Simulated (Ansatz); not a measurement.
Method: PBE (plane waves to 420 eV, PAW; Ansatz, an electronic-structure program).

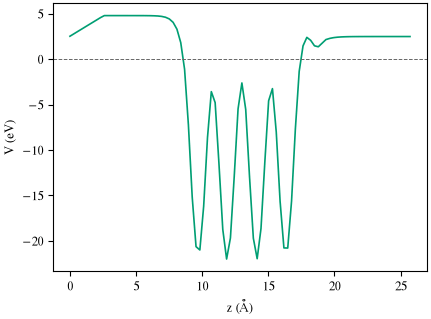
Fig. 1. Electrostatic potential energy of an electron, averaged over planes parallel to the surface, in eV from the Fermi level, for Li on the 1x1 (110) surface of bcc W, one in a 2x2 cell, started at the site 'bridge W-W (span 3.2 Å)'

Set-up: 17 atoms, 6.6 Å thick at the start under the adsorbate (thin: gaps and levels are the slab's own); mesh 6x6x1; 0.1 eV smearing; dipole correction on; 8 atoms held, the rest relaxed; held to the start's symmetry, so lower structures may exist; no spin, no spin-orbit, no U, no dispersion correction. At the end it is bonded to 4 W. In PBE it is, or lies within 0.03 eV of, the lowest of the starts that converged.

The surface cell has an area of 28.68 Å². What dipole along the normal does the step between the two vacuum levels imply?

the top vacuum level lies 2.30 eV below the bottom one; p = −ε₀ A ΔV (ε₀ = 0.005526 e/(V·Å)) gives 0.37 e·Å a cell.
